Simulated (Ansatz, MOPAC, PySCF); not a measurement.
BH3 (SMILES B) and CHN (SMILES C#N) are pulled apart as rigid monomers along the line of their centres of mass, from the B3LYP-D3(BJ)/def2-TZVP minimum. Starting geometry (charge 0, multiplicity 1):
```xyz
7

B     -0.097     0.048     0.770
H      0.666     0.927     0.451
H      0.204    -1.031     0.322
H     -1.256     0.333     0.591
C      0.171    -0.190     3.429
N      0.057    -0.089     2.298
H      0.278    -0.284     4.485
```

Interaction energies with rigid monomers; basis-set methods are counterpoise corrected unless marked otherwise.

Rows in 6-311+G** carry no dispersion term and start afresh at each structure. The state that AM1, PM6 reach isn't checked.

Codes used: Ansatz (Gaussian orbitals); MOPAC for AM1, PM6 (differences of heats of formation); PySCF for 6-311+G** rows, the dispersion terms. 

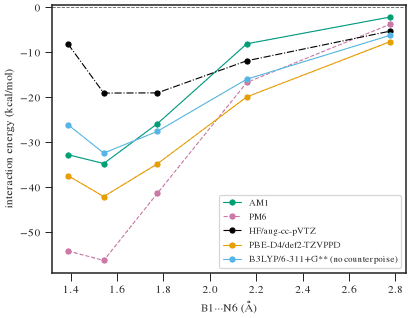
Fig. 1. Interaction energy against separation

Which level binds most strongly at B1···N6 = 1.54, and by how much?

PM6, -56.3 kcal/mol.

Ansatz is a program for electronic structure.
